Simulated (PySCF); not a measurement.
## Electronic structure of B$_{2}$Cl$_{4}$H$_{2}$ ((Cl2B-mu-H)2) in real space

```csv
atom,x (Å),y (Å),z (Å)
B,0.7678,0.3520,-0.3578
Cl,1.1053,2.0622,-0.0892
Cl,1.8693,-0.6635,-1.2878
H,0.5123,-0.2386,0.8237
B,-0.7338,-0.3736,0.3370
Cl,-1.8339,0.6436,1.2667
Cl,-1.0723,-2.0833,0.0696
H,-0.4765,0.2155,-0.8458
```

Geometry: PBE0-D3(BJ)/def2-SVP.

Theory: PBE0/pcSseg-1, SCF density, gas phase, non-relativistic in PySCF.

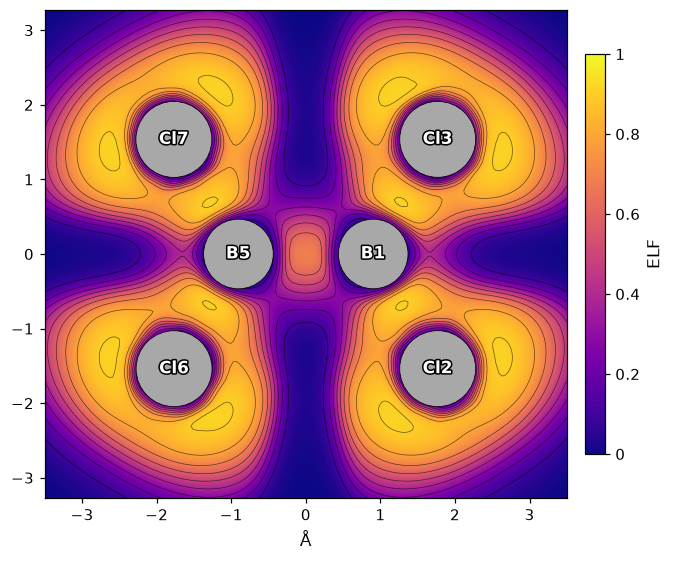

Figure 1. Electron localisation function on the plane of atoms Cl3, B1 and B5. Grey discs cover the atomic cores.

Question: Describe what can be read from this map.

Answer:
- Atoms in the plane: B and Cl.
- B–Cl (1.76 Å): the ELF peaks at about 0.90 between the atoms (a polar covalent bond).
- B–B (1.81 Å): the ELF peaks at about 0.70 between the atoms.
- The ELF also peaks beside Cl6, Cl2, Cl3 and Cl7, away from the bonds: lone-pair regions.

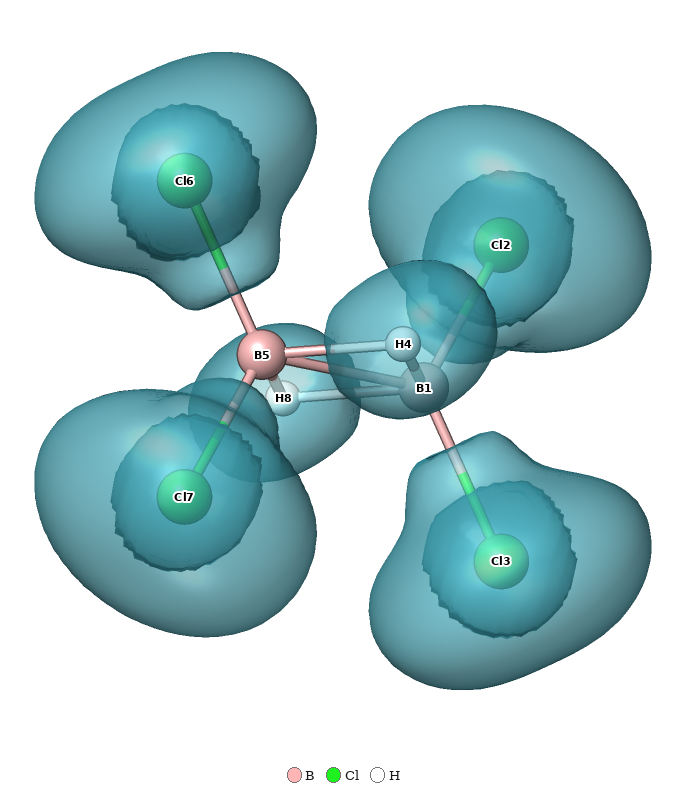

Figure 2. Isosurface of the ELF at 0.75 (cyan), seen at a tilt. Only the valence region is drawn (cores and ρ < 0.01 e/Å³ removed).

Question: Where are the electrons localised?

Answer: At this value the surface marks out two regions around hydrogen nuclei and four regions on Cl in which the atom's valence shell and bonds are merged.

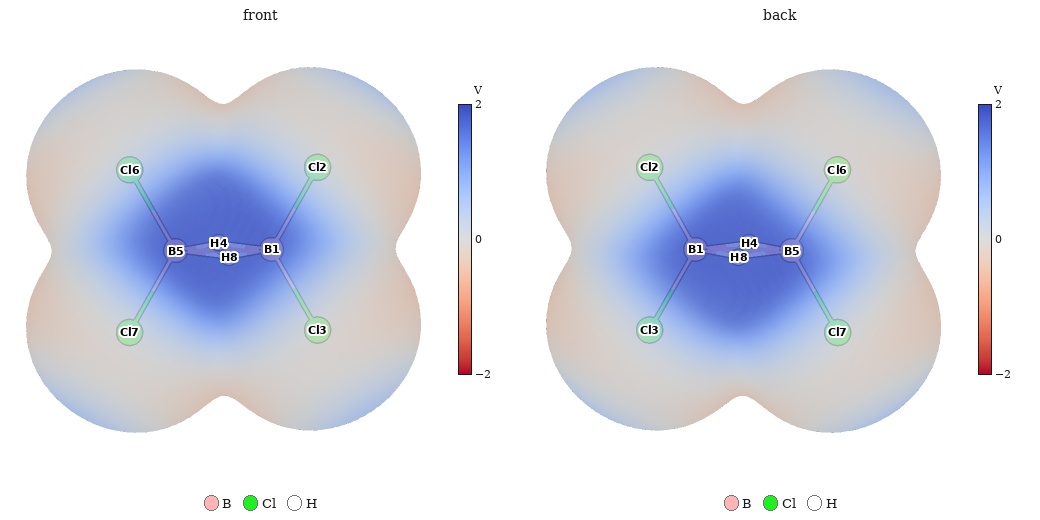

Figure 3. The molecular electrostatic potential painted on the density surface at 0.002 e/bohr³, seen from the front and from behind; red is negative and blue positive.

Question: Describe the electrostatic potential map.

Answer: The most negative region (about −0.3 V) lies over Cl2, Cl3, Cl6 and Cl7, the most positive (about +1.8 V, or +42 kcal/mol for a unit charge) over B1, H4, B5 and H8. Cl2 shows a σ-hole: about +0.5 V, or +12 kcal/mol for a unit charge at the tip opposite its bond, against about −0.1 V on its flanks. Cl3 shows a σ-hole: about +0.5 V, or +12 kcal/mol for a unit charge at the tip opposite its bond, against about −0.1 V on its flanks. Cl6 shows a σ-hole: about +0.5 V, or +12 kcal/mol for a unit charge at the tip opposite its bond, against about −0.1 V on its flanks. Cl7 shows a σ-hole: about +0.5 V, or +12 kcal/mol for a unit charge at the tip opposite its bond, against about −0.1 V on its flanks.

Question: What dipole moment does the calculation give?

Answer: Its dipole moment is zero.
